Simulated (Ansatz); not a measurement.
# BF+ (doublet): correlated methods under varied settings at distance B1–F2 = 4.182 Å

What do other methods and options give for BF+ (doublet) at this geometry, and how long do they take?

Computed with Ansatz 0.2.0, Gaussian basis. Level: the settings change from run to run.

30 further runs of the same task are left out: 8 for a known fault of the program, 14 that didn't finish, 8 set aside as unsound or not needed.

**1. The system**

The geometry derives from a PBE0/def2-TZVP stationary point (not a proven minimum). One bond is set to the value named and the two fragments are kept rigid.

2 atoms, charge 1, spin multiplicity 2.

Atoms are counted from 1 here; the program's logs count them from 0.

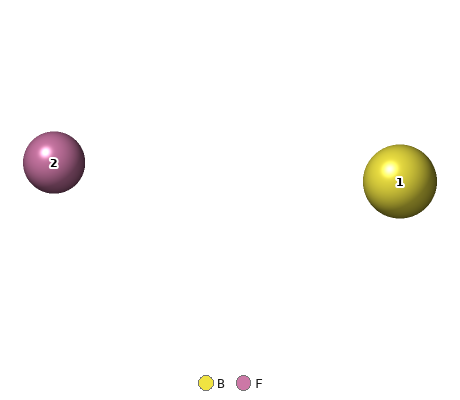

The structure; boron yellow, fluorine pink; atoms are numbered from 1 in the order of the file.

As a file:

```xyz
2
BF
B     0.00000    0.00000    0.00000
F     0.00000    0.00000    4.18200
```

**2. CISDT/STO-3G**

in.yaml reads:

```yaml
crystal:
  periodic: [false, false, false]
  atoms:
    - {symbol: B, position_ang: [0.000000, 0.000000, 0.000000]}
    - {symbol: F, position_ang: [0.000000, 0.000000, 4.182000]}
basis:
  gaussian: {orbitals: STO-3G, fitting: {mean_field: def2-universal-jkfit}}
total_charge: 1
magnetization: {spin_polarized: false, initial_magnetization: 1}
correlation: {active_space: {ras: {orbitals: [6, 1, 3], electrons: 13, max_holes: 3, max_particles: 3}, fixed_orbitals: true}}
output: {forces: true}
```

Started as:

```
$ ansatz run in.yaml --threads 1 --pin off --events-out ev --progress --plain --max-ram 2393MiB
```

Standard output:

```text
Functional definition: HF
  name "HF"
  cite "Fock, Z. Phys. 61, 126 (1930) doi:10.1007/BF01340294"
  parent pbe
  exchange = exact_x
  correlation = 0
152 factors; integrals over basis functions are off by at most 5.8e-3 eV
mean field evaluation 1: about -3291.6263 eV, gradient 1.7e0 eV
mean field evaluation 2: about -2958.6531 eV, gradient 7.9e0 eV
mean field evaluation 4: about -2958.9596 eV, gradient 1.2e1 eV
mean field evaluation 8: about -3310.4914 eV, gradient 9.6e0 eV
mean field evaluation 16: about -3318.0366 eV, gradient 4.8e-2 eV
mean field evaluation 32: about -3318.0384 eV, gradient 2.6e-5 eV
mean field evaluation 64: about -3297.7233 eV, gradient 2.3e1 eV
mean field -3318.03844243 eV, -121.9356637121 hartree, gradient 4.8e-9 eV, S^2 0.750000; 10 other end points of the search recorded, 0 dependent functions left out
reference -3318.03844243 eV, -121.9356637121 hartree; 7, 6 occupied and 3, 4 virtual orbitals, 152 factors
state -3319.70744507 eV, -121.9969984278 hartree
the calculation of the forces begins
Total energy: -3319.70744507 eV, -121.9969984278 hartree
Atom 0 at     0.000000     0.000000     0.000000 Å, force    -0.000000     0.000000     0.010243 eV/Å
Atom 1 at     0.000000     0.000000     4.182000 Å, force     0.000000    -0.000000    -0.010243 eV/Å
Dipole moment:     0.000000    -0.000000    -2.687775 e Å
```

Wall time 0.69 s (1 thread of Intel Xeon 6975P-C, shared host).

From the report: 1,224 determinants.

**3. NEVPT4(SD)(7,7)/6-31G**

in.yaml reads:

```yaml
crystal:
  periodic: [false, false, false]
  atoms:
    - {symbol: B, position_ang: [0.000000, 0.000000, 0.000000]}
    - {symbol: F, position_ang: [0.000000, 0.000000, 4.182000]}
basis:
  gaussian: {orbitals: 6-31G}
total_charge: 1
magnetization: {spin_polarized: false, initial_magnetization: 1}
correlation: {method: fic_nevpt4_sd, electrons: valence, active_space: {window: {electrons: 7, orbitals: 7}, states: [{multiplicity: 2, weights: [1, 1, 1]}]}}
```

The command is unchanged.

Standard output, cut to the lines that bear on the results:

```text
Functional definition: HF
  name "HF"
  cite "Fock, Z. Phys. 61, 126 (1930) doi:10.1007/BF01340294"
  parent pbe
[...]
309 factors; integrals over basis functions are off by at most 2.7e-8 eV
[...]
mean field -3363.19387911 eV, -123.5950954024 hartree, gradient 7.3e-7 eV, S^2 0.750000; 10 other end points of the search recorded, 0 dependent functions left out
reference -3363.19387911 eV, -123.5950954024 hartree; 7, 6 occupied and 11, 12 virtual orbitals, 309 factors
state -3364.73312840 eV, -123.6516617707 hartree
state -3364.73312840 eV, -123.6516617707 hartree
state -3364.68127236 eV, -123.6497560962 hartree
state -3364.73312840 eV, -123.6516617707 hartree; corrected -3367.07959063 eV, -123.7378926671 hartree
state -3364.73312840 eV, -123.6516617707 hartree; corrected -3367.07959063 eV, -123.7378926671 hartree
state -3364.68127236 eV, -123.6497560962 hartree; corrected -3367.02645927 eV, -123.7359401258 hartree
Total energy: -3367.06188018 eV, -123.7372418200 hartree
```

Wall time 1.6 s (1 thread of Intel Xeon 6975P-C, shared host).

From the report: 304 determinants; active occupations (of the averaged states) 1.83, 1.67, 1.67, 1.67, 0.06, 0.06, 0.06.

**4. CASSCF(3,7)/6-31G**

in.yaml reads:

```yaml
crystal:
  periodic: [false, false, false]
  atoms:
    - {symbol: B, position_ang: [0.000000, 0.000000, 0.000000]}
    - {symbol: F, position_ang: [0.000000, 0.000000, 4.182000]}
basis:
  gaussian: {orbitals: 6-31G}
total_charge: 1
magnetization: {spin_polarized: false, initial_magnetization: 1}
correlation: {active_space: {window: {electrons: 3, orbitals: 7}}}
scf: {lower_state_search: light}
```

The command is unchanged.

Standard output, cut to the lines that bear on the results:

```text
Functional definition: HF
  name "HF"
  cite "Fock, Z. Phys. 61, 126 (1930) doi:10.1007/BF01340294"
  parent pbe
[...]
201 factors; integrals over basis functions are off by at most 1.9e-4 eV
[...]
mean field -3363.19387835 eV, -123.5950953746 hartree, gradient 4.9e-6 eV, S^2 0.750000; 10 other end points of the search recorded, 0 dependent functions left out
reference -3363.19387835 eV, -123.5950953746 hartree; 7, 6 occupied and 11, 12 virtual orbitals, 201 factors
state -3364.78226573 eV, -123.6534675342 hartree
[...]
Total energy: -3364.78226573 eV, -123.6534675342 hartree
```

Run time: 2.5 s. Hardware: 1 thread of Intel Xeon 6975P-C, shared host.

From the report: 147 determinants; active occupations 1.83, 1.00, 0.06, 0.06, 0.06, 0.00, 0.00.

**5. CCSD/6-31G**

in.yaml reads:

```yaml
crystal:
  periodic: [false, false, false]
  atoms:
    - {symbol: B, position_ang: [0.000000, 0.000000, 0.000000]}
    - {symbol: F, position_ang: [0.000000, 0.000000, 4.182000]}
basis:
  gaussian: {orbitals: 6-31G}
total_charge: 1
magnetization: {spin_polarized: true, initial_magnetization: 1}
hamiltonian: {xc: {name: B3LYP}}
correlation: {method: ccsd, electrons: all}
scf: {lower_state_search: full}
```

The command is unchanged.

Standard output, cut to the lines that bear on the results:

```text
Functional definition: B3LYP
  name "B3LYP"
  cite "Stephens, Devlin, Chabalowski & Frisch, J. Phys. Chem. 98, 11623 (1994) doi:10.1021/j100096a001"
  cite "Becke, Phys. Rev. A 38, 3098 (1988) doi:10.1103/PhysRevA.38.3098"
  cite "Lee, Yang & Parr, Phys. Rev. B 37, 785 (1988) doi:10.1103/PhysRevB.37.785"
  cite "Vosko, Wilk & Nusair, Can. J. Phys. 58, 1200 (1980) doi:10.1139/p80-159"
[...]
201 factors; integrals over basis functions are off by at most 1.9e-4 eV
[...]
mean field -3375.69678780 eV, -124.0545688223 hartree, gradient 6.1e-6 eV, S^2 0.750656; 7 other end points of the search recorded, 0 dependent functions left out
reference -3363.16373590 eV, -123.5939876602 hartree; 7, 6 occupied and 11, 12 virtual orbitals, 201 factors
second order -3.03343414 eV of doubles, -0.04046084 eV of singles
cycle   1  -3.57070337 eV  change   -5.0e-1 eV  update   7.9e-2
[...]
cycle  11  -3.99671671 eV  change   -2.2e-6 eV  update   3.1e-6
Total energy: -3367.16045261 eV, -123.7408642902 hartree
```

It took 1.6 s on 1 thread of Intel Xeon 6975P-C, shared host.

From the report: ⟨S²⟩ of the determinant 0.751 (pure doublet: 0.75); correlation -3.9967 eV; T1 0.008; largest double amplitude 0.16. The orbitals are Kohn-Sham ones, so correlation energy and T1 don't compare with those on Hartree-Fock orbitals.

**6. CISDT/6-31G**

in.yaml reads:

```yaml
crystal:
  periodic: [false, false, false]
  atoms:
    - {symbol: B, position_ang: [0.000000, 0.000000, 0.000000]}
    - {symbol: F, position_ang: [0.000000, 0.000000, 4.182000]}
basis:
  gaussian: {orbitals: 6-31G}
total_charge: 1
magnetization: {spin_polarized: false, initial_magnetization: 1}
correlation: {active_space: {ras: {orbitals: [4, 1, 11], electrons: 9, max_holes: 3, max_particles: 3}, fixed_orbitals: true}}
```

Launched as before.

Standard output, cut to the lines that bear on the results:

```text
Functional definition: HF
  name "HF"
  cite "Fock, Z. Phys. 61, 126 (1930) doi:10.1007/BF01340294"
  parent pbe
[...]
201 factors; integrals over basis functions are off by at most 1.9e-4 eV
[...]
mean field -3363.19387835 eV, -123.5950953746 hartree, gradient 2.7e-6 eV, S^2 0.750000; 10 other end points of the search recorded, 0 dependent functions left out
reference -3363.19387835 eV, -123.5950953746 hartree; 7, 6 occupied and 11, 12 virtual orbitals, 201 factors
state -3366.88365500 eV, -123.7306921655 hartree
Total energy: -3366.88365500 eV, -123.7306921655 hartree
```

Run time: 0.84 s. Hardware: 1 thread of Intel Xeon 6975P-C, shared host.

From the report: 19,270 determinants.

**7. CCSDT on ROHF/6-31G**

in.yaml reads:

```yaml
crystal:
  periodic: [false, false, false]
  atoms:
    - {symbol: B, position_ang: [0.000000, 0.000000, 0.000000]}
    - {symbol: F, position_ang: [0.000000, 0.000000, 4.182000]}
basis:
  gaussian: {orbitals: 6-31G, fitting: {mean_field: def2-universal-jkfit}}
total_charge: 1
magnetization: {spin_polarized: false, initial_magnetization: 1}
correlation: {method: ccsdt, electrons: valence}
output: {forces: true}
```

The command is unchanged.

Standard output, cut to the lines that bear on the results:

```text
Functional definition: HF
  name "HF"
  cite "Fock, Z. Phys. 61, 126 (1930) doi:10.1007/BF01340294"
  parent pbe
[...]
152 factors; integrals over basis functions are off by at most 4.2e-3 eV
[...]
mean field -3363.19362492 eV, -123.5950860614 hartree, gradient 6.0e-7 eV, S^2 0.750000; 10 other end points of the search recorded, 0 dependent functions left out
[...]
determinant -3363.19362492 eV, -123.5950860614 hartree, with singles and doubles -3367.10949998 eV, -123.7389918153 hartree
determinant -3363.14171275 eV, -123.5931783241 hartree, with singles and doubles -3367.05607188 eV, -123.7370283692 hartree
determinant -3363.19362492 eV, -123.5950860614 hartree, with singles and doubles -3367.10946845 eV, -123.7389906569 hartree
determinant -3363.14171275 eV, -123.5931783241 hartree, with singles and doubles -3367.05601805 eV, -123.7370263909 hartree
2 core orbitals not correlated: weight in the atoms' cores, before any rotation towards them, 1.000 or more for the frozen orbitals, at most 0.000 for the correlated occupied ones
reference -3363.19362492 eV, -123.5950860614 hartree; 5, 4 occupied and 11, 12 virtual orbitals, 152 factors
second order -2.96366850 eV of doubles, -0.00969454 eV of singles
cycle   1  -3.48360543 eV  change   -5.1e-1 eV  update   8.0e-2
[...]
cycle  48  -3.92988063 eV  change   4.1e-10 eV  update   2.2e-8
[...]
Total energy: -3367.12350556 eV, -123.7395065109 hartree
Atom 0 at     0.000000     0.000000     0.000000 Å, force     0.000000     0.000000     0.033295 eV/Å
Atom 1 at     0.000000     0.000000     4.182000 Å, force    -0.000000    -0.000000    -0.033295 eV/Å
Dipole moment:    -0.000000     0.000000    -2.681781 e Å
```

Run time: 4.2 s. Hardware: 1 thread of Intel Xeon 6975P-C, shared host.

From the report: correlation -3.9299 eV; T1 0.007; largest double amplitude 0.16.

**8. NEVPT4(SD)(5,3)/6-31G**

in.yaml reads:

```yaml
crystal:
  periodic: [false, false, false]
  atoms:
    - {symbol: B, position_ang: [0.000000, 0.000000, 0.000000]}
    - {symbol: F, position_ang: [0.000000, 0.000000, 4.182000]}
basis:
  gaussian: {orbitals: 6-31G}
total_charge: 1
magnetization: {spin_polarized: false, initial_magnetization: 1}
correlation: {method: fic_nevpt4_sd, electrons: outside_noble_gas, active_space: {window: {electrons: 5, orbitals: 3}}}
```

Same command.

Standard output, cut to the lines that bear on the results:

```text
Functional definition: HF
  name "HF"
  cite "Fock, Z. Phys. 61, 126 (1930) doi:10.1007/BF01340294"
  parent pbe
[...]
201 factors; integrals over basis functions are off by at most 1.9e-4 eV
[...]
mean field -3363.19387835 eV, -123.5950953746 hartree, gradient 2.7e-6 eV, S^2 0.750000; 10 other end points of the search recorded, 0 dependent functions left out
reference -3363.19387835 eV, -123.5950953746 hartree; 7, 6 occupied and 11, 12 virtual orbitals, 201 factors
state -3363.19387835 eV, -123.5950953746 hartree
state -3363.19387835 eV, -123.5950953746 hartree; corrected -3366.93923400 eV, -123.7327346562 hartree
WARN: 2 active orbitals are nearly empty or full. The corrections depend on them more than the energy does, and are more stable in an active space without them
Total energy: -3366.93923400 eV, -123.7327346562 hartree
```

Wall time 0.3 s (1 thread of Intel Xeon 6975P-C, shared host).

From the report: 1 determinant; active occupations 2.00, 2.00, 1.00. The report marks this result as in doubt.

**9. CCSD on UHF/cc-pVTZ-DK**

in.yaml reads:

```yaml
crystal:
  periodic: [false, false, false]
  atoms:
    - {symbol: B, position_ang: [0.000000, 0.000000, 0.000000]}
    - {symbol: F, position_ang: [0.000000, 0.000000, 4.182000]}
basis:
  gaussian: {orbitals: cc-pVTZ-DK}
total_charge: 1
magnetization: {spin_polarized: true, initial_magnetization: 1}
correlation: {method: ccsd, electrons: outside_noble_gas, diis_vectors: 4}
```

Same command.

Standard output, cut to the lines that bear on the results:

```text
Functional definition: HF
  name "HF"
  cite "Fock, Z. Phys. 61, 126 (1930) doi:10.1007/BF01340294"
  parent pbe
[...]
360 factors; integrals over basis functions are off by at most 1.3e-3 eV
[...]
mean field -3367.05497744 eV, -123.7369881490 hartree, gradient 6.5e-6 eV, S^2 0.753462; 20 other end points of the search recorded, 0 dependent functions left out
determinant -3367.05497744 eV, -123.7369881490 hartree, with singles and doubles -3374.44906689 eV, -124.0087159243 hartree
determinant -3366.99500950 eV, -123.7347843681 hartree, with singles and doubles -3374.38735316 eV, -124.0064479868 hartree
determinant -3363.90417785 eV, -123.6211983998 hartree, with singles and doubles -3369.79650626 eV, -123.8377374748 hartree
determinant -3363.90413203 eV, -123.6211967158 hartree, with singles and doubles -3369.79651152 eV, -123.8377376683 hartree
[...]
determinant -3363.84603013 eV, -123.6190615106 hartree, with singles and doubles -3369.73706450 eV, -123.8355530306 hartree
determinant -3363.83851282 eV, -123.6187852547 hartree, with singles and doubles -3369.72965852 eV, -123.8352808658 hartree
determinant -3367.05497744 eV, -123.7369881490 hartree, with singles and doubles -3374.43731485 eV, -124.0082840450 hartree
determinant -3366.99500950 eV, -123.7347843681 hartree, with singles and doubles -3374.37595723 eV, -124.0060291941 hartree
2 core orbitals not correlated: weight in the atoms' cores, before any rotation towards them, 1.000 or more for the frozen orbitals, at most 0.000 for the correlated occupied ones
reference -3367.05497744 eV, -123.7369881490 hartree; 5, 4 occupied and 53, 54 virtual orbitals, 360 factors
second order -6.42374850 eV of doubles, -0.00000000 eV of singles
cycle   1  -7.38233501 eV  change    2.4e-6 eV  update   3.5e-6
Total energy: -3374.43731245 eV, -124.0082839568 hartree
Relativity: scalar
```

Wall time 4.5 s (1 thread of Intel Xeon 6975P-C, shared host).

From the report: ⟨S²⟩ of the determinant 0.753 (pure doublet: 0.75); correlation -7.3823 eV; T1 0.007; largest double amplitude 0.15.

**10. CCSD on ROHF/6-31G***

in.yaml reads:

```yaml
crystal:
  periodic: [false, false, false]
  atoms:
    - {symbol: B, position_ang: [0.000000, 0.000000, 0.000000]}
    - {symbol: F, position_ang: [0.000000, 0.000000, 4.182000]}
basis:
  gaussian: {orbitals: "6-31G*"}
total_charge: 1
magnetization: {spin_polarized: false, initial_magnetization: 1}
correlation: {method: ccsd, electrons: all, diis_vectors: 12}
output: {forces: true}
```

The command is unchanged.

Standard output, cut to the lines that bear on the results:

```text
Functional definition: HF
  name "HF"
  cite "Fock, Z. Phys. 61, 126 (1930) doi:10.1007/BF01340294"
  parent pbe
[...]
264 factors; integrals over basis functions are off by at most 2.0e-4 eV
[...]
mean field -3363.24166897 eV, -123.5968516476 hartree, gradient 5.9e-6 eV, S^2 0.750000; 8 other end points of the search recorded, 0 dependent functions left out
[...]
determinant -3363.24166897 eV, -123.5968516476 hartree, with singles and doubles -3368.75383988 eV, -123.7994201924 hartree
determinant -3363.18732674 eV, -123.5948546074 hartree, with singles and doubles -3368.69828911 eV, -123.7973787391 hartree
determinant -3363.24166897 eV, -123.5968516476 hartree, with singles and doubles -3368.67956965 eV, -123.7966908115 hartree
determinant -3363.18732674 eV, -123.5948546074 hartree, with singles and doubles -3368.62397815 eV, -123.7946478618 hartree
reference -3363.24166897 eV, -123.5968516476 hartree; 7, 6 occupied and 23, 24 virtual orbitals, 264 factors
second order -4.42084050 eV of doubles, -0.06446501 eV of singles
cycle   1  -5.43789652 eV  change    4.2e-6 eV  update   3.7e-6
[...]
cycle  11  -5.43789236 eV  change   -2.2e-8 eV  update   2.2e-8
[...]
Total energy: -3368.67956133 eV, -123.7966905058 hartree
Atom 0 at     0.000000     0.000000     0.000000 Å, force    -0.000000    -0.000000     0.038147 eV/Å
Atom 1 at     0.000000     0.000000     4.182000 Å, force    -0.000000     0.000000    -0.038147 eV/Å
Dipole moment:    -0.000000     0.000000    -2.670843 e Å
```

Wall time 1.4 s (1 thread of Intel Xeon 6975P-C, shared host).

From the report: correlation -5.4379 eV; T1 0.008; largest double amplitude 0.16.

**11. All runs side by side**

Where basis and cores are those of an earlier FCI/6-31G run (-3367.1256 eV), and the state is the same kind, the miss against it is given. † marks a result that the program doubts.

```tsv
level	correlated	functions	energy (eV)	from FCI (meV)	time
CISDT/STO-3G	all	10	-3319.7074		0.69 s
NEVPT4(SD)(7,7)/6-31G (mean of several states)	valence	18	-3367.0619		1.6 s
CASSCF(3,7)/6-31G		18	-3364.7823	2343.3	2.5 s
CCSD/6-31G (on B3LYP orbitals)	all	18	-3367.1605		1.6 s
CISDT/6-31G	outside noble gas	18	-3366.8837	241.9	0.84 s
CCSDT on ROHF/6-31G	valence	18	-3367.1235	2.1	4.2 s
NEVPT4(SD)(5,3)/6-31G †	outside noble gas	18	-3366.9392	186.3	0.3 s
CCSD on UHF/cc-pVTZ-DK	outside noble gas	60	-3374.4373		4.5 s
CCSD on ROHF/6-31G*	all	30	-3368.6796		1.4 s
```

**12. Outcome**

| quantity | value |
| --- | --- |
| runs | 9 |
| quickest | NEVPT4(SD)(5,3)/6-31G †, 0.3 s |
| slowest | CCSD on UHF/cc-pVTZ-DK, 4.5 s |

**Reading.** Total energies in different bases, with other cores or another treatment of relativity can't be set against each other. CCSD on UHF/cc-pVTZ-DK took 15 times as long as NEVPT4(SD)(5,3)/6-31G †; the jobs differ in more than the method. Among the correlated runs with a miss given, it spans +2 to +242 meV. Hartree-Fock, CASSCF and CASCI lack dynamic correlation by design.
